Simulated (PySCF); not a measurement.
**C₃H₅F₃GeN₂: electronic excitations**

What electronic excitations should C₃H₅F₃GeN₂ (`N#[C][GeH2][NH]CC(F)(F)F`) show?

Computed with PySCF 2.14.0, with density-fitted response routines of our own, on a single molecule in the gas phase. Atoms are numbered from 0 throughout.

### Step 1. The molecule as given

14 atoms, charge 0, multiplicity 1; geometry from: GFN2-xTB.

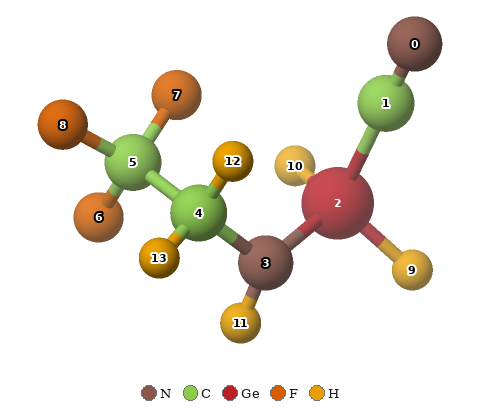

As it starts; nitrogen brown, carbon green, germanium red, fluorine orange, hydrogen amber, atoms numbered; sticks join atoms by distance.

### Step 2. TDDFT and polarisability: wB97X-D/def2-SVPD

Job settings and geometry (Å):

```
{"job": {"kind": "uv", "xc": "wB97X-D", "basis": "def2-SVPD", "nstates": 8, "ntriplets": 3}, "charge": 0, "multiplicity": 1}
N      1.784399     2.771468    -0.424237
C      1.715362     1.630222    -0.468450
Ge     1.594914    -0.281264    -0.526281
N      0.474815    -0.673305     0.866321
C     -0.792361    -0.001630     0.979307
C     -1.630915    -0.183544    -0.279008
F     -1.709222    -1.473625    -0.642163
F     -1.064247     0.458639    -1.321271
F     -2.877639     0.273915    -0.162851
H      2.906003    -0.878874    -0.115921
H      1.197901    -0.686964    -1.919643
H      0.389658    -1.661636     1.064917
H     -0.623987     1.074315     1.092201
H     -1.365359    -0.368191     1.834912
```

Method: TDDFT wB97X-D/def2-SVPD, vertical, gas phase, core orbitals frozen in the response.

The run is started by

```bash
$ OMP_NUM_THREADS=1 python probes_run.py task.json out
```

One launch serves the whole session: the jobs run in the order shown.

What will the session give for the following? lowest singlet (wB97X-D/def2-SVPD); brightest single state of those computed; lowest triplet. Wanted: lowest singlet; brightest single state of those computed; lowest triplet.

The runs gave:

| quantity | value |
| --- | --- |
| lowest singlet (wB97X-D/def2-SVPD) | 6.32 eV (196 nm), f = 0.014 |
| brightest single state of those computed | state 8, 8.05 eV, f = 0.033 |
| lowest triplet | 5.98 eV |

The first singlet state (HOMO→LUMO 0.95) lies at 6.32 eV and is weak; of the 8 states computed, the strongest absorption comes from state 8 at 8.05 eV (the last computed, so partners may be missing). The lowest triplet lies 0.33 eV below the lowest singlet (triplets in Tamm-Dancoff, singlets in full TDDFT).
